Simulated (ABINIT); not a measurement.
# A GW chain in ABINIT: CsCdCl3 (Pm-3m), part 3 of 3

How does a plane-wave GW calculation on CsCdCl3 (Pm-3m) run from the first input to the gap?

ABINIT 10.8.3; LDA and many-body steps on it, plane waves. Known limits of the many-body steps: not at the basis limit; d shell near the gap, gap tends to lie low; no spin-orbit coupling; coarse k mesh.

So far. Step 4 (Empty states on the mesh, 2×2×2 mesh, 214 bands): On this mesh the gap is 1.511 eV. Step 5 (Screening, 2×2×2 mesh, 196 bands, screening to 130.6 eV): Local fields lower ε∞ by 9 %. On a Γ-centred mesh this coarse the value itself is usually too large, while a short band sum pulls it down.

The database entry behind the starting cell is an old determination (1928), so it need not match the best structure at ambient conditions.

### Step 6. Self-energy, 2×2×2 mesh, 196 bands, screening to 130.6 eV

The self-energy is evaluated for the states that the input lists, and the levels follow from it, in one-shot runs by the linearised quasiparticle equation.

This step: G0W0 on LDA, plane waves, norm-conserving pseudopotentials.

run.abi

```
acell 3*1.0 Angstrom
rprim 
  5.200000000000 0.000000000000 0.000000000000
  0.000000000000 5.200000000000 0.000000000000
  0.000000000000 0.000000000000 5.200000000000
ntypat 3
znucl 55 48 17
natom 5
typat 1 2 3 3 3
xred 
  0.000000000000 0.000000000000 0.000000000000
  0.500000000000 0.500000000000 0.500000000000
  0.000000000000 0.500000000000 0.500000000000
  0.500000000000 0.000000000000 0.500000000000
  0.500000000000 0.500000000000 0.000000000000
pp_dirpath "pseudos"
pseudos "Cs.upf, Cd.upf, Cl.upf"
ecut 47
ngkpt 2 2 2
nshiftk 1
shiftk 0 0 0
kptopt 1
chksymbreak 0
istwfk *1
occopt 1
irdwfk 1
optdriver 4
nband 196
gwcalctyp 0
ecutsigx 47
symsigma 1
nkptgw 2
kptgw 
  0.5000000000 0.5000000000 0.5000000000
  0.0000000000 0.0000000000 0.0000000000
bdgw 
  24 28
  23 27
ecuteps 4.8
irdscr 1
ppmodel 1
indata_prefix "in"
outdata_prefix "out"
tmpdata_prefix "tmp"
```

Run with:

```sh
> OMP_NUM_THREADS=1 mpirun -n 4 abinit run.abi > log
```

Numbers of over 12 decimals in the logs are rounded to 6 here.

Log:

```text
.Version 10.8.3 of ABINIT. v10.8.2 released Aug 2026.

 Symmetries : space group Pm -3 m (#221); Bravais cP (primitive cubic)
[... echo of the input left out ...]
== DATASET  1 ==================================================================
-   mpi_nproc: 4, omp_nthreads: 1 (-1 if OMP is not activated)

--- !DatasetInfo
iteration_state: {dtset: 1, }
dimensions: {natom: 5, nkpt: 4, mband: 196, nsppol: 1, nspinor: 1, nspden: 1, mpw: 14604, }
cutoff_energies: {ecut:  47.0, pawecutdg:  -1.0, }
electrons: {nelect:   5.00000000E+01, charge:   0.00000000E+00, occopt:   1.00000000E+00, tsmear:   1.00000000E-02, }

 SIGMA: Calculation of the GW corrections

 Based on a program developped by R.W. Godby, V. Olevano, G. Onida, and L. Reining.
 Incorporated in ABINIT by V. Olevano, G.-M. Rignanese, and M. Torrent.
.Using double precision arithmetic ; gwpc =  8

[... cell and pseudopotentials left out ...]
--------------------------------------------------------------------------------

 ==== K-mesh for the wavefunctions ====
 Number of points in the irreducible wedge :     4
[... list of points left out ...]
 Together with 48 symmetry operations and time-reversal symmetry
 yields     8 points in the full Brillouin Zone.

 ==== Q-mesh for screening function ====
 Number of points in the irreducible wedge :     4
[... list of points left out ...]
 Together with 48 symmetry operations and time-reversal symmetry
 yields     8 points in the full Brillouin Zone.

 vcoul_init : cutoff-mode = AUXILIARY_FUNCTION
 q-points for optical limit:   1
     1)      0.000010    0.000020    0.000030
 setmesh: FFT mesh size selected  =    64x   64x   64
          total number of points  =       262144

 Number of electrons calculated from density =   50.0000; Expected =   50.0000
 average of density, n =  0.052694
 r_s =    1.6547
 omega_plasma =   22.1430 [eV]

 === KS Band Gaps ===
  >>>> For spin  1
   Minimum direct gap =   2.0937 [eV], located at k-point      :   0.0000  0.0000  0.0000
   Fundamental gap    =   1.5109 [eV], Top of valence bands at :   0.5000  0.5000  0.5000
                                       Bottom of conduction at :   0.0000  0.0000  0.0000
 SIGMA fundamental parameters:
 PLASMON POLE MODEL  1
 number of plane-waves for SigmaX                14531
 number of plane-waves for SigmaC and W            461
 number of plane-waves for wavefunctions         14531
 number of bands                                   196
 number of independent spin polarizations            1
 number of spinorial components                      1
 number of k-points in IBZ                           4
 number of q-points in IBZ                           4
 number of symmetry operations                      48
 number of k-points in BZ                            8
 number of q-points in BZ                            8
 number of frequencies for dSigma/dE                 9
 frequency step for dSigma/dE [eV]                0.25
 number of omega for Sigma on real axis              0
 max omega for Sigma on real axis  [eV]           0.00
 zcut for avoiding poles [eV]                     0.10

 EPSILON^-1 parameters (SCR file):
 dimension of the eps^-1 matrix on file            461
 dimension of the eps^-1 matrix used               461
 number of plane-waves for wavefunctions         14531
 number of bands                                   196
 number of q-points in IBZ                           4
 number of frequencies                               2
 number of real frequencies                          1
 number of imag frequencies                          1

 matrix elements of self-energy operator (all in [eV])

 Perturbative Calculation

--- !SelfEnergy_ee
iteration_state: {dtset: 1, }
kpoint     : [   0.500,    0.500,    0.500, ]
spin       : 1
KS_gap     :    5.653
QP_gap     :    7.606
Delta_QP_KS:    1.952
data: !SigmaeeData |
     Band     E0 <VxcDFT>   SigX SigC(E0)      Z dSigC/dE  Sig(E)    E-E0       E
       24   1.681 -17.254 -21.080   2.802   0.792  -0.263 -18.065  -0.811   0.870
       25   1.681 -17.254 -21.080   2.802   0.792  -0.263 -18.065  -0.811   0.870
       26   7.334  -9.931  -5.011  -3.552   0.834  -0.199  -8.790   1.141   8.475
       27   7.334  -9.931  -5.011  -3.552   0.834  -0.199  -8.790   1.141   8.475
       28   7.334  -9.931  -5.011  -3.552   0.834  -0.199  -8.790   1.141   8.475

--- !SelfEnergy_ee
iteration_state: {dtset: 1, }
kpoint     : [   0.000,    0.000,    0.000, ]
spin       : 1
KS_gap     :    2.094
QP_gap     :    4.553
Delta_QP_KS:    2.459
data: !SigmaeeData |
     Band     E0 <VxcDFT>   SigX SigC(E0)      Z dSigC/dE  Sig(E)    E-E0       E
       23   1.098 -14.307 -18.491   2.802   0.786  -0.272 -15.393  -1.086   0.012
       24   1.098 -14.307 -18.491   2.802   0.786  -0.272 -15.393  -1.086   0.012
       25   1.098 -14.307 -18.491   2.802   0.786  -0.272 -15.393  -1.086   0.012
       26   3.192 -13.086  -8.162  -3.256   0.823  -0.215 -11.713   1.373   4.565
       27   7.246  -7.982  -3.357  -3.491   0.847  -0.180  -7.021   0.961   8.207

== END DATASET(S) ==============================================================
================================================================================

 -outvars: echo values of variables after computation  --------
           etotal      0.0000000000E+00
            nband         196
             nkpt           4
          spgroup         221
 [... the other variables as echoed above ...]

 Calculation completed.
```

Wall time 26 s (4 MPI ranks of Arm Neoverse V1, shared host); peak memory 1.9 GiB.

This step gave:

```
G0W0 gap on the points computed              : 3.695 eV
starting gap on the mesh                     : 1.511 eV
k of the valence top                         : 0.5, 0.5, 0.5
k of the conduction bottom                   : 0, 0, 0
Z at the valence top                         : 0.792
Z at the conduction bottom                   : 0.823
least direct G0W0 gap on the computed points : 4.553 eV
```

The gap on the mesh goes from 1.51 eV to 3.70 eV, a correction of +2.18 eV.

Limits: finite bands, cutoff and mesh; d shell near the gap, gap tends to lie low; no spin-orbit coupling; coarse k mesh. v1 is the top filled band, c1 the lowest empty one. Levels before and after the correction, in eV, zero at the valence-band top of each column:

|  | conduction bottom | valence top |
| --- | --- | --- |
| Kohn-Sham | 1.51 | 0.00 |
| G0W0 | 3.69 | 0.00 |

|  | level | energy (eV) |
| --- | --- | --- |
| Kohn-Sham | (0.5 0.5 0.5) v2-v1 | 0.000 |
| Kohn-Sham | (0.5 0.5 0.5) c1-c3 | 5.653 |
| Kohn-Sham | Γ v3-v1 | -0.583 |
| Kohn-Sham | Γ c1 | 1.511 |
| Kohn-Sham | Γ c2 | 5.565 |
| G0W0 | (0.5 0.5 0.5) v2-v1 | 0.000 |
| G0W0 | (0.5 0.5 0.5) c1-c3 | 7.605 |
| G0W0 | Γ v3-v1 | -0.858 |
| G0W0 | Γ c1 | 3.695 |
| G0W0 | Γ c2 | 7.337 |

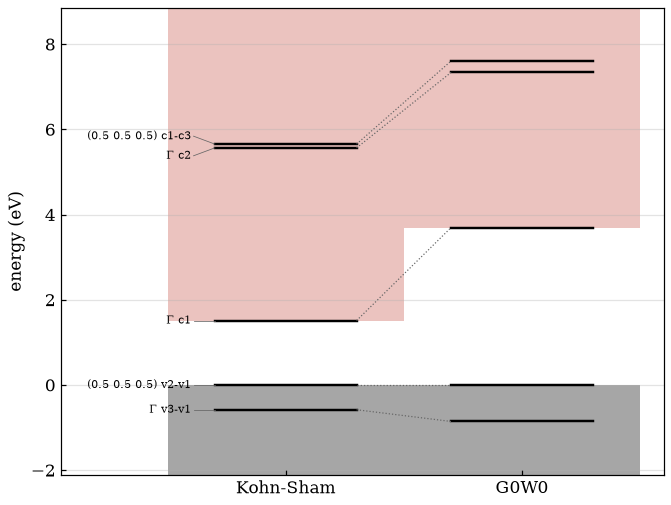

Levels before and after the correction. Shaded: valence and conduction bands.

### Step 7. Where the time went

Times are wall times on 4 MPI ranks of Arm Neoverse V1, shared host, good to a factor of about two.

```
                          step     time  share  memory (GiB)
                  ground state  1.7 min   15 %          0.55
bands along the symmetry lines  3.8 min   34 %          0.72
      empty states on the mesh  3.8 min   34 %          0.58
                     screening     82 s   12 %           2.3
                   self-energy     26 s    4 %           1.9
```

### Step 8. Outcome

```json
{"LDA gap": "1.51 eV, indirect", "G0W0 gap on the mesh": "3.70 eV", "GW settings": "2×2×2 mesh, 196 bands, screening to 130.6 eV, Godby-Needs plasmon pole", "known limits": "not at the basis limit; d shell near the gap, gap tends to lie low; no spin-orbit coupling; coarse k mesh"}
```

G0W0 moves the gap on the mesh from 1.51 eV to 3.70 eV (+2.18 eV), with Z of 0.79 and 0.82 at the edges. Local fields lower the RPA ε∞ on this mesh from 5.00 to 4.54; a Γ-centred mesh this coarse tends to raise both, most where the direct gap is narrow, while a short band sum lowers them. Only 2 of the mesh's irreducible points were corrected, so a valley elsewhere could overtake. Bands and cutoff are finite, so the gap is not at the basis limit. The miss can reach some tenths of an eV and take either sign; the mesh is an error of its own. In the G0W0 run levels were corrected at 2 k points alone, so a gap called «on the mesh» is the least over those, and an edge elsewhere would be missed. The 2×2×2 mesh is coarse for this cell, which bears on the long-range parts of exchange and screening. This is the ideal cubic cell; many perovskites, halides above all, are cubic only on average, and local tilts or off-centring can widen the gap. A d shell, filled or nearly so, lies near the gap. One-shot GW converges very slowly in bands there, not always from below, and on a semilocal start the gap tends to come out low; starts rich in exact exchange can overshoot instead. The many-body steps are scalar-relativistic: spin-orbit coupling is not in them.

[Paths, hosts, dates, memory and timing lines, banners, echoed tables and standing remarks are left out of the program output.]

[Logs are printed without paths, hosts, clocks, repeated set-up lines and the standing remarks that a program may print on its own settings, such as how far it seeks lower states.]

[Runs of the session that timed out or met a known fault of the program may be left out.]

[Hosts, paths, dates, database ids (printed as entryN), source tags and the programs' standing remarks are cut or masked in the printed files.]

[G0W0 gaps are taken among the corrected bands and points alone; a level outside them can change the order at an edge.]

[Where Ansatz stands beside ABINIT at settings called matched, ABINIT's density can come from a denser mesh and the files from another edition; pairs whose starting gaps differed by over 0.03 eV were left out, so agreement reads better than it is.]
